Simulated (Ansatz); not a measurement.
# Localised basis functions on liquid Cu at 1700 K (61 atoms)

Aim: test how closely localised support functions follow the reference on liquid Cu at 1700 K (61 atoms), and at what cost. A setting counts as converged where the r.m.s. difference of forces stays under 1 % of the r.m.s. force.

Calculated with Ansatz 0.2.0; Kohn-Sham DFT, PBE, PAW (set soft_2), plane waves.

**What experiment says.** Waseda and Ohtani performed x-ray diffraction on liquid copper at this density and temperature at ambient pressure (as quoted in “An textitab initio study of shock-compressed copper”, 2022, arxiv:2205.06638): density 7.69 g/cm³ at 1773 K.

### 1. The starting structure

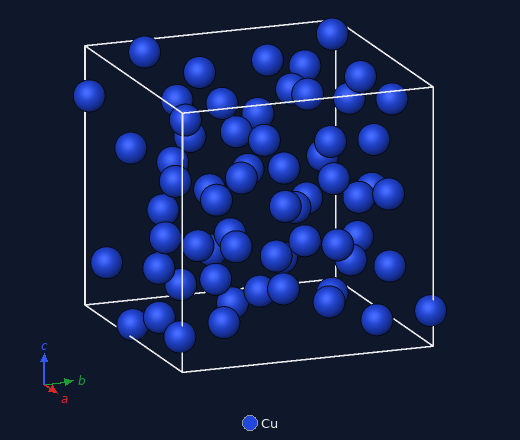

The starting structure, seen slightly off an axis (copper blue). Some periodic images of atoms are drawn too.

The cell holds 61 atoms: 61 Cu. Its edges and angles: a = 9.490 Å, b = 9.490 Å, c = 9.490 Å, α = 90.0°, β = 90.0°, γ = 90.0°. 61 atoms (61 Cu) placed at random at 8.04 g/cm³, melted at 1900 K for 10 ps at fixed volume with the EAM Cu potential (Mishin et al., Phys. Rev. B 63, 224106 (2001)). Snapshot at the end of a hold of 10 ps at 1700 K and zero pressure.

What the set-up can't give: The network of bonds at the start is that of the classical potential that made the cell, and needn't be the one that DFT or experiment would give. The electron count is odd and the run has no spin polarisation.

### 2. Plane-wave single point

This run is the reference for what follows, at a cutoff of 420 eV.

Contents of input.yaml:

```yaml
crystal:
  lattice:
    - [9.48964, 0.0, 0.0]
    - [0.0, 9.48964, 0.0]
    - [0.0, 0.0, 9.48964]
  atoms:
    - { symbol: Cu, position: [0.61146, 0.31643, 0.05909] }
    - { symbol: Cu, position: [0.25846, 0.48794, 0.02542] }
    - { symbol: Cu, position: [0.85342, 0.21457, 0.978] }
    - { symbol: Cu, position: [0.97827, 0.61218, 0.67995] }
    - { symbol: Cu, position: [0.53321, 0.39608, 0.76696] }
    - { symbol: Cu, position: [0.15375, 0.59019, 0.50348] }
    - { symbol: Cu, position: [0.97398, 0.07226, 0.4747] }
    - { symbol: Cu, position: [0.41754, 0.33466, 0.51956] }
    - { symbol: Cu, position: [0.04993, 0.43718, 0.86593] }
    - { symbol: Cu, position: [0.97494, 0.24453, 0.71858] }
    - { symbol: Cu, position: [0.41699, 0.02855, 0.02955] }
    - { symbol: Cu, position: [0.24746, 0.68739, 0.17824] }
    - { symbol: Cu, position: [0.68141, 0.827, 0.50895] }
    - { symbol: Cu, position: [0.20363, 0.86814, 0.54195] }
    - { symbol: Cu, position: [0.23186, 0.99653, 0.22362] }
    - { symbol: Cu, position: [0.71958, 0.51892, 0.51495] }
    - { symbol: Cu, position: [0.94105, 0.84509, 0.58754] }
    - { symbol: Cu, position: [0.65058, 0.1475, 0.86752] }
    - { symbol: Cu, position: [0.80422, 0.04767, 0.68113] }
    - { symbol: Cu, position: [0.78577, 0.41003, 0.7983] }
    - { symbol: Cu, position: [0.59807, 0.64424, 0.33807] }
    - { symbol: Cu, position: [0.15811, 0.35686, 0.65502] }
    - { symbol: Cu, position: [0.6407, 0.07154, 0.41855] }
    - { symbol: Cu, position: [0.47927, 0.51183, 0.12626] }
    - { symbol: Cu, position: [0.81778, 0.20346, 0.29127] }
    - { symbol: Cu, position: [0.73033, 0.69497, 0.75022] }
    - { symbol: Cu, position: [0.77849, 0.91282, 0.26027] }
    - { symbol: Cu, position: [0.73381, 0.23929, 0.57086] }
    - { symbol: Cu, position: [0.96718, 0.00257, 0.1281] }
    - { symbol: Cu, position: [0.58525, 0.87114, 0.94537] }
    - { symbol: Cu, position: [0.17757, 0.91694, 0.9986] }
    - { symbol: Cu, position: [0.49747, 0.60006, 0.597] }
    - { symbol: Cu, position: [0.29332, 0.26788, 0.12828] }
    - { symbol: Cu, position: [0.31762, 0.24365, 0.84697] }
    - { symbol: Cu, position: [0.338, 0.92261, 0.7921] }
    - { symbol: Cu, position: [0.08027, 0.69661, 0.8951] }
    - { symbol: Cu, position: [0.84731, 0.55872, 0.97719] }
    - { symbol: Cu, position: [0.40618, 0.98598, 0.4563] }
    - { symbol: Cu, position: [0.30601, 0.45993, 0.30744] }
    - { symbol: Cu, position: [0.58689, 0.37499, 0.33938] }
    - { symbol: Cu, position: [0.80636, 0.47809, 0.22334] }
    - { symbol: Cu, position: [0.57738, 0.92736, 0.69493] }
    - { symbol: Cu, position: [0.02014, 0.00929, 0.81093] }
    - { symbol: Cu, position: [0.09986, 0.19888, 0.98174] }
    - { symbol: Cu, position: [0.5069, 0.15276, 0.66658] }
    - { symbol: Cu, position: [0.20254, 0.10398, 0.64715] }
    - { symbol: Cu, position: [0.56278, 0.60468, 0.91798] }
    - { symbol: Cu, position: [0.04728, 0.86572, 0.33742] }
    - { symbol: Cu, position: [0.46879, 0.11242, 0.25208] }
    - { symbol: Cu, position: [0.26044, 0.58858, 0.74719] }
    - { symbol: Cu, position: [0.8291, 0.90158, 0.91985] }
    - { symbol: Cu, position: [0.90869, 0.65449, 0.4021] }
    - { symbol: Cu, position: [0.50901, 0.86262, 0.21934] }
    - { symbol: Cu, position: [0.36326, 0.69591, 0.40057] }
    - { symbol: Cu, position: [0.67014, 0.71298, 0.11421] }
    - { symbol: Cu, position: [0.07843, 0.47403, 0.18392] }
    - { symbol: Cu, position: [0.98005, 0.38186, 0.40478] }
    - { symbol: Cu, position: [0.99233, 0.77833, 0.12228] }
    - { symbol: Cu, position: [0.3706, 0.73269, 0.94448] }
    - { symbol: Cu, position: [0.22695, 0.22314, 0.40307] }
    - { symbol: Cu, position: [0.6729, 0.03497, 0.12339] }
kpoints:
  mp_grid: { grid: [2, 2, 2] }
hamiltonian:
  xc: pbe
scf:
  occupations: { method: fermi_dirac, width: 0.1 }
output:
  forces: true
  stress: true
  populations: true
  dos:
    method: { smearing: { sigma: 0.15 } }
    de: 0.1
    projected: { site_lists: { Cu: [Cu] } }
  eigenvalues: true
  write_density: true
  write_potential: true
  volumetric_format: npy
```

Started as:

```bash
ansatz run input.yaml --threads 8 --pin off --max-ram 15872MiB --backend cpu --events-out ev --progress --plain --runs-dir out
```

Numbers of over 12 decimals in the logs are rounded to 6 here.

The program printed:

```text
Engine: ansatz 0.2.0, aarch64-unknown-linux-gnu
Pseudopotentials: kind: paw
Pseudopotential: Cu, paw, valence charge 19, recommended cutoff 420 eV (normal), Cu.paw.azcp
[... 5 lines on functional and potentials left out ...]
Crystal: 61 atoms, lattice volume = 854.573 Å³
Basis set: ecut = 420 eV, 16831 PW (Γ), exchange–correlation on 128×128×128 points (8 copies of the dense FFT grid, shifted against one another)
Bands: 696, of which v1, the nominal top of the filled ones, is band 580 counted from 1 (579 counted from 0)
Symmetry: 1 space group operations
Space group: P1 (ITA 1), of the structure as read, at distance tolerance 9.5e-5 Å
k-points: 8
[... 3 lines on functional and potentials left out ...]
Initial density: superposition of atomic densities (neutral atoms: chi_scale 0, normalization atom), corrected by the library's trained network
Initial wavefunctions: pseudopotential atomic-orbital guess
Functional: x = pbe(κ = 0.804, μ = 0.219515), c = pbe(β = 0.066725)
SCF iter   1: F=—  HF=-404115.324192 eV  |F-HF|=—  |Δ(HF+E_count)|=         —  Δρ=2.69e-3  dr2=9.11e-2  ethr=1.77e-3  ⟨swp⟩=5.0  Hψ=17703  notcnv=0  defer=583
preconditioner: auto → LDOS  [metal: Δε(μ)=0.038 eV  Ē_g=8.924 eV  σ=0.100 eV  W_gap=0.09  n_scr=340 (ndim 8)  ℏωp=32.9 eV  f_vac=0.012  D(μ)=14.59/eV (n_scr^D=80)  β→1.0]
SCF iter   2: F=—  HF=-404115.341960 eV  |F-HF|=—  |Δ(HF+E_count)|=   1.78e-2  Δρ=4.31e-3  dr2=1.10e-1  ethr=7.86e-6  ⟨swp⟩=2.0  Hψ=10853  notcnv=0  defer=659
SCF iter   3: F=—  HF=-404115.338676 eV  |F-HF|=—  |Δ(HF+E_count)|=   3.28e-3  Δρ=4.02e-3  dr2=7.97e-2  ethr=7.86e-6  ⟨swp⟩=2.0  Hψ=9515  notcnv=0  defer=659
SCF iter   4: F=—  HF=-404115.323013 eV  |F-HF|=—  |Δ(HF+E_count)|=   1.57e-2  Δρ=1.55e-3  dr2=1.22e-2  ethr=6.88e-6  ⟨swp⟩=2.0  Hψ=6194  notcnv=0  defer=659
SCF iter   5: F=—  HF=-404115.320467 eV  |F-HF|=—  |Δ(HF+E_count)|=   2.55e-3  Δρ=3.88e-4  dr2=7.47e-4  ethr=1.05e-6  ⟨swp⟩=2.0  Hψ=8313  notcnv=0  defer=659
SCF iter   6: F=—  HF=-404115.320398 eV  |F-HF|=—  |Δ(HF+E_count)|=   6.91e-5  Δρ=3.94e-5  dr2=1.10e-5  ethr=6.44e-8  ⟨swp⟩=2.0  Hψ=7426  notcnv=0  defer=659
SCF iter   7: F=—  HF=-404115.321912 eV  |F-HF|=—  |Δ(HF+E_count)|=   1.51e-3  Δρ=3.11e-5  dr2=5.23e-6  ethr=9.52e-10  ⟨swp⟩=2.0  Hψ=9401  notcnv=0  defer=659
SCF iter   8: F=—  HF=-404115.321912 eV  |F-HF|=—  |Δ(HF+E_count)|=   7.42e-7  Δρ=6.03e-6  dr2=2.63e-7  ethr=4.52e-10  ⟨swp⟩=2.0  Hψ=9397  notcnv=0  defer=659
SCF iter   9: F=-404115.321912 eV  HF=-404115.321912 eV  |F-HF|=4.10e-8  |Δ(HF+E_count)|=   3.46e-8  Δρ=3.10e-6  dr2=5.42e-8  ethr=8.63e-12  ⟨swp⟩=11.8  Hψ=38464  notcnv=0
SCF 1 converged in 9 iterations: F = -404115.321912 eV  dr2 = 5.42e-8
  greatest PAW one-centre occupation: 1.000 electrons in one spin orbital (limit 2), on the Cu atom at site 33 (counted from 0), in its partial waves of l = 0
SCF converged after 9 iterations
Free energy (F): -404115.321912 eV
Harris-Foulkes:  -404115.321912 eV  (|F-HF|=4.10e-8)
Internal energy: -404114.821099 eV  (E = F + TS)
E sigma→0 (E₀):  -404115.071505 eV
Entropy (-TS):   -0.500813 eV (-8.210 meV/atom)
Fermi energy:    13.400566 eV
--- Per-component energies (eV) ---
  E_band       = -25459.782247
  E_kinetic    = 18258.515186
  E_local      = -276964.402540  (includes V_loc(G=0)·N_el)
  E_nonlocal   = 23929.482302
  E_hartree    = 122053.161416
  E_xc         = -5404.060527
  E_vxc        = -6969.165051  (∫ρ·V_xc dr)
  E_paw        = -101574.596532  (= ΣΔE_a)
  E_vpaw       = -27820.535682  (= ΣTr[D̂ρ^β])
  E_aug_tail   = 0.017135  (compensation charges beyond the density's cutoff)
  E_ewald      = -184412.937538
  E_smearing   = -0.500813  (= −TS)
  E_closure    = 0.000000  (closes the sum)
  Σ components = -404115.321912   (vs F -404115.321912, Δ=0.00e0)
--- Forces (eV/Å), atoms counted from 1 ---
  atom   1  Cu     0.39348084    -0.40261271     0.04558203
  atom   2  Cu     0.05154232     0.22880108    -1.98172633
  atom   3  Cu     0.27571829     0.24836741     0.57159910
  atom   4  Cu    -0.56529276    -0.81070224    -0.01670786
  atom   5  Cu    -0.32815519    -0.26358444    -0.17119525
  atom   6  Cu     0.12661508    -0.13540391    -0.57821738
  atom   7  Cu     0.09879754     0.86370141     0.00346062
  atom   8  Cu    -0.16441841     0.59037531     0.58402995
  atom   9  Cu     0.04776272     0.04929746     0.79138949
  atom  10  Cu    -2.04258717    -1.30051693     0.28911049
  atom  11  Cu    -0.76700493     0.62824324    -0.86781271
  atom  12  Cu    -0.41829445     0.83402000    -0.09525187
  atom  13  Cu     0.58089219    -0.94101585    -0.93047600
  atom  14  Cu    -0.28198368    -0.53248254     0.42143457
[...]
atom  60  Cu    -0.49937085    -0.41576726    -0.30949201
  atom  61  Cu    -1.15290971     3.23171860    -3.17518211
  max |Σ_I F_I| component: 3.26e-5 eV/Å
--- Stress (GPa, compression-positive) ---
       -2.609398       0.148875      -0.220979
        0.148875      -3.714527      -0.421261
       -0.220980      -0.421261      -3.107000
  P = ⅓ Tr σ = -3.1436 GPa (-31.436 kbar)
--- Band table (eV; the first three rows and the last of 8) ---
  k-point 0: bands = ["-99.2561", "-99.1664", "-99.1207", "-99.1000", [... 680 levels ...], "23.9500", "23.9704", "24.0055", "24.0278", "24.0871", "24.1242", "24.1877", "24.2753", "24.3955", "24.4113", "24.4704", "24.5771"]
[...]
--- Löwdin populations: 61 sites ---
  site symbol       q [e]
     0     Cu     18.8765
     1     Cu     18.8765
     2     Cu     18.8781
[...]
60     Cu     18.8476
  spilling = 0.006944 (of n_electrons = 1159.000000)
```

Wall time 2.4 min (8 threads of Arm Neoverse V2, shared host); peak memory 11 GiB; 19 min of CPU time.

The program notes that it cut back its work space to fit the memory limit.

Numbers from this run:

```yaml
free_energy: -404115.3219 eV
free_energy_per_atom: -6624.8413 eV/atom
scf_cycles: 9
pressure: -3.144 GPa
r_m_s_force_component: 0.8895 eV/Å
longest_force: 5.155 eV/Å
fermi_energy: 13.4 eV
levels_partly_filled_by_over_2_per_cent: 47
spilling_of_the_projection: 0.006944
```

The r.m.s. force component of 0.89 eV/Å sets the scale for the differences below.

### 3. Support functions low

The cell is solved in localised support functions. The level low gives here a grid of 48×48×48 points and a radius of 3.71 Å.

This step: Kohn-Sham DFT, PBE, PAW (set soft_2), localised support functions (low) (Ansatz 0.2.0).

input.yaml, the sections that differ from step 2:

```yaml
scf:
  occupations: { method: fermi_dirac, width: 0.1 }
  eigensolver: { kind: { support_functions: { accuracy: low } } }
  max_iter: 150
output:
  forces: true
  eigenvalues: true
# crystal, kpoints, hamiltonian: as in step 2
```

The program printed:

```text
Warning: scf.eigensolver.kind.support_functions: disabling space-group detection — the functions' gradient is summed over unrotated k-points, so no spatial operation reduces the k-mesh or symmetrises the density; time reversal is kept, so that k and −k are solved as one point where they differ and the mesh holds both, and exact exchange and, on two spinor components, a DFT+U term hold to it where the run has them: [...]
settings of this run that can trade accuracy for cost: scf.eigensolver.kind.support_functions; scf.eigensolver.kind.support_functions.accuracy: low [...]
[...]
Crystal: 61 atoms, lattice volume = 854.573 Å³
Basis set: ecut = 420 eV, 16831 PW (Γ), exchange–correlation on 128×128×128 points (8 copies of the dense FFT grid, shifted against one another)
Bands: 696, of which v1, the nominal top of the filled ones, is band 580 counted from 1 (579 counted from 0)
Symmetry: 1 space group operations
k-points: 8
[...]
Eigensolver: Support functions (low, 48×48×48 points, laid for a spacing of at most 0.228497 Å, radius 3.713650 Å, 1 species' potentials softened for the grid, 1 wholly corrected for its errors in the mean over positions, 1 with the egg-box correction, energy correction by stochastic trace)
[...]
SCF iter   1: F=—  HF=-404136.537727 eV  |F-HF|=—  |Δ(HF+E_count)|=         —  Δρ=1.93e-1  dr2=2.01e2  ethr=1.00e-1
[...]
SCF iter  13: F=—  HF=-404115.463810 eV  |F-HF|=—  |Δ(HF+E_count)|=   4.42e-3  Δρ=8.23e-5  dr2=4.08e-5  ethr=5.32e-9  κ⁻¹=1.6e-6(r=7)
SCF iter  14: F=-404115.467517 eV  HF=-404115.467528 eV  |F-HF|=1.11e-5  |Δ(HF+E_count)|=   3.72e-3  Δρ=4.23e-5  dr2=9.80e-6  ethr=3.52e-9
SCF 1 converged in 14 iterations: F = -404115.530140 eV  dr2 = 9.80e-6
[...]
SCF converged after 14 iterations
Stability not checked: this state was not tested for a lower state beside it, because the mixer in use, unlike msr1, does not test its closes by its own steps (another_mixer; see scf.mixing.algorithm and scf.lower_state_search)
Free energy (F): -404115.530140 eV
[...]
Internal energy: -404115.029758 eV  (E = F + TS)
E sigma→0 (E₀):  -404115.279949 eV
Entropy (-TS):   -0.500382 eV (-8.203 meV/atom)
Fermi energy:    13.398421 eV
[...]
Σ components = -404115.530140   (vs F -404115.530140, Δ=0.00e0)
--- Forces (eV/Å), atoms counted from 1 ---
  atom   1  Cu     0.39453927    -0.40298106     0.04391557
  atom   2  Cu     0.04970565     0.22944423    -1.98172107
  atom   3  Cu     0.27530471     0.24884404     0.57032951
  atom   4  Cu    -0.56648786    -0.81131018    -0.01491065
[...]
atom  61  Cu    -1.15522066     3.22859495    -3.17574634
  max |Σ_I F_I| component: 4.03e-3 eV/Å
--- Band table (eV; the first three rows and the last of 8) ---
[...]
```

Elapsed: 2.6 min, on 8 threads; peak memory 3.8 GiB.

The program notes that the band table was not solved further than the SCF left it and it switched symmetry off.

Keys that differ from the reference: support_functions.accuracy = "low" and scf.max_iter = 150.

Forces differ from the reference by 1.4 meV/Å r.m.s., 0.15 % of their size, well within a tolerance of 1 %; the energy by -3.4 meV/atom.

### 4. Support functions medium

The level medium is asked for. Here it resolves to the same grid and radius as in the run with support functions low, so the basis is not new.

This step: Kohn-Sham DFT, PBE, PAW (set soft_2), localised support functions (medium) (Ansatz 0.2.0).

input.yaml, the sections that differ from step 3:

```yaml
scf:
  occupations: { method: fermi_dirac, width: 0.1 }
  eigensolver: { kind: { support_functions: { accuracy: medium } } }
  max_iter: 150
# crystal, kpoints, hamiltonian, output: as in step 3
```

The program printed:

```text
[...]
Crystal: 61 atoms, lattice volume = 854.573 Å³
Basis set: ecut = 420 eV, 16831 PW (Γ), exchange–correlation on 128×128×128 points (8 copies of the dense FFT grid, shifted against one another)
Bands: 696, of which v1, the nominal top of the filled ones, is band 580 counted from 1 (579 counted from 0)
Symmetry: 1 space group operations
k-points: 8
[...]
Eigensolver: Support functions (medium, 48×48×48 points, laid for a spacing of at most 0.228497 Å, radius 3.713650 Å, 1 species' potentials softened for the grid, 1 wholly corrected for its errors in the mean over positions, 1 with the egg-box correction, energy correction by stochastic trace)
[...]
SCF iter   1: F=—  HF=-404136.537727 eV  |F-HF|=—  |Δ(HF+E_count)|=         —  Δρ=1.93e-1  dr2=2.01e2  ethr=1.00e-1
[...]
SCF iter  15: F=—  HF=-404115.470716 eV  |F-HF|=—  |Δ(HF+E_count)|=   3.19e-3  Δρ=1.82e-5  dr2=2.12e-6  ethr=8.46e-10  κ⁻¹=2.3e-6(r=7)
SCF iter  16: F=-404115.470716 eV  HF=-404115.470716 eV  |F-HF|=9.65e-8  |Δ(HF+E_count)|=   4.13e-7  Δρ=3.52e-6  dr2=1.14e-7  ethr=1.83e-10
SCF 1 converged in 16 iterations: F = -404115.530154 eV  dr2 = 1.14e-7
[...]
SCF converged after 16 iterations
[...]
Free energy (F): -404115.530154 eV
[...]
Internal energy: -404115.029815 eV  (E = F + TS)
E sigma→0 (E₀):  -404115.279985 eV
Entropy (-TS):   -0.500340 eV (-8.202 meV/atom)
Fermi energy:    13.398160 eV
[...]
Σ components = -404115.530154   (vs F -404115.530154, Δ=0.00e0)
--- Forces (eV/Å), atoms counted from 1 ---
  atom   1  Cu     0.39458969    -0.40293710     0.04396131
  atom   2  Cu     0.04977777     0.22941973    -1.98170173
  atom   3  Cu     0.27544069     0.24883948     0.57035448
  atom   4  Cu    -0.56643370    -0.81114306    -0.01493277
[...]
atom  61  Cu    -1.15521183     3.22852079    -3.17549223
  max |Σ_I F_I| component: 4.29e-3 eV/Å
--- Band table (eV; the first three rows and the last of 8) ---
[...]
```

The job ended after 2.8 min (8 threads; peak memory 3.8 GiB).

Keys that differ from the reference: support_functions.accuracy = "medium" and scf.max_iter = 150.

Forces differ from the reference by 1.3 meV/Å r.m.s., 0.15 % of their size, well within a tolerance of 1 %; the energy by -3.4 meV/atom.

### 5. Support functions medium, radius 2.97 Å

The radius confines each support function; a larger one gives more freedom and more work per atom.

input.yaml, the sections that differ from step 4:

```yaml
scf:
  occupations: { method: fermi_dirac, width: 0.1 }
  eigensolver: { kind: { support_functions: { accuracy: medium, radius: 2.97 } } }
  max_iter: 150
# crystal, kpoints, hamiltonian, output: as in step 4
```

The program printed:

```text
Warning: scf.eigensolver.kind.support_functions: disabling space-group detection — the functions' gradient is summed over unrotated k-points, so no spatial operation reduces the k-mesh or symmetrises the density; time reversal is kept, so that k and −k are solved as one point where they differ and the mesh holds both, and exact exchange and, on two spinor components, a DFT+U term hold to it where the run has them: [...]
settings of this run that can trade accuracy for cost: scf.eigensolver.kind.support_functions [...]
Engine: ansatz 0.2.0, aarch64-unknown-linux-gnu
Pseudopotentials: kind: paw
Pseudopotential: Cu, paw, valence charge 19, recommended cutoff 420 eV (normal), Cu.paw.azcp
[... 5 lines on functional and potentials left out ...]
Error: SCF: the radius of support functions is under 3.53 Å, the least for these sites at the functions' level (scf.eigensolver.kind.support_functions.accuracy). Use scf.eigensolver.kind: auto, or type scf.eigensolver.kind.support_functions.radius at least as long, [...]
```

The job ended after 0.57 s (8 threads; peak memory 0.22 GiB; 2.4 s of CPU time).

The program refuses radii under 3.53 Å for these atoms at this level.

(Continued in part 2 of 2.)

[Logs are printed without paths, hosts, clocks, repeated set-up lines and the standing remarks that a program may print on its own settings, such as how far it seeks lower states.]

[Hosts, paths, dates, database ids (printed as entryN), source tags and the programs' standing remarks are cut or masked in the printed files.]
